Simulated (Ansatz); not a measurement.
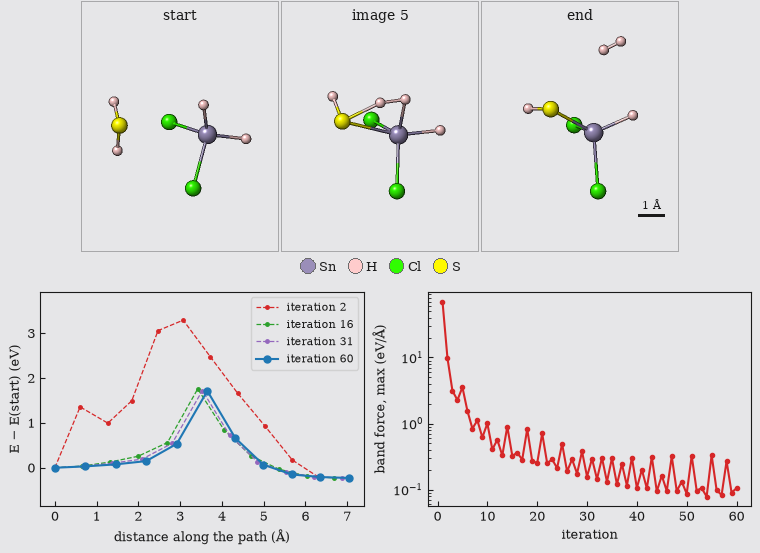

A search for the minimum-energy path of SnH₄SCl₂, made up at the start of SnH2Cl2 and H2S by the nudged elastic band. Images are numbered from 0 (start) to 10 (end). The plot follows the band through its iterations. The picture is a ball-and-stick view, seen at a tilt.

Theory: Ansatz, RKS PBE0/def2-SVP. Settings: 9 movable images; climbing image from the first iteration; force threshold 0.03 eV/Å; iteration limit 60; optimiser L-BFGS; starting path through a guess of the saddle point.

Question: Did the band converge, and can the barrier be trusted?

Answer: The result isn't final. The band hadn't converged when the run stopped after 60 iterations. The largest component of the band force went from 70 to 0.1 eV/Å. The barrier read from it is provisional, though the highest image hardly moved in the last two iterations. The first iteration put the highest image at 12.79 eV. The energy climbs by 1.71 eV to image 5 and then falls by 1.94 eV, so the end point sits at −0.23 eV.

Limits of the set-up: the start holds two separate molecules, 3.3 Å apart at their closest, whose relative position is a soft coordinate and is computed without a dispersion correction.
